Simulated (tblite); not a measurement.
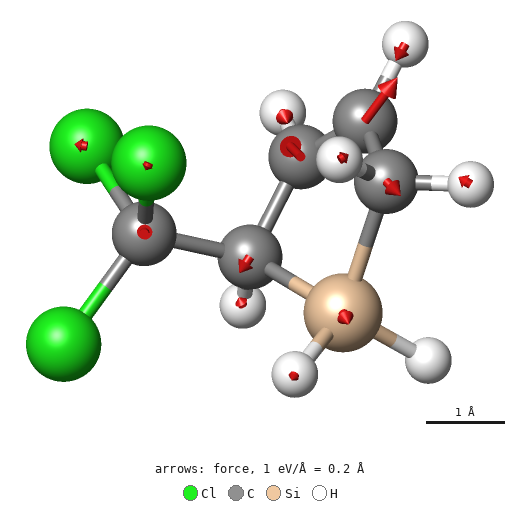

Starting geometry of C$_{5}$H$_{7}$Cl$_{3}$Si with the computed forces as red arrows. A ball-and-stick model, seen from a free direction.

These are results of tblite 0.8.0, GFN2-xTB geometry optimisation, gas phase, not measurements. 

What follows when this structure is relaxed?

It isn't relaxed: the largest force vector, on a C atom, is 3.82 eV/Å. The final displacements have little in common with the starting forces (cosine between the two patterns 0.13). An H atom moves most after the best rigid fit: 0.67 Å. By element the largest moves are H 0.67 Å, Cl 0.52 Å, C 0.29 Å, Si 0.21 Å. Among the contacts that change: C–Si 1.869 → 1.927 Å, C–H 1.130 → 1.080 Å, C–C 1.464 → 1.504 Å, C–C 1.285 → 1.321 Å. Among the angles between lasting bonds that change: Cl–C–C 103.6° → 112.6°, C–C–Si 98.4° → 104.6°, H–C–H 111.5° → 106.1°. Groups turn about C–Si by about 25°, C–Si by about 20°. After 70 geometry steps the energy has fallen by 0.614 eV.
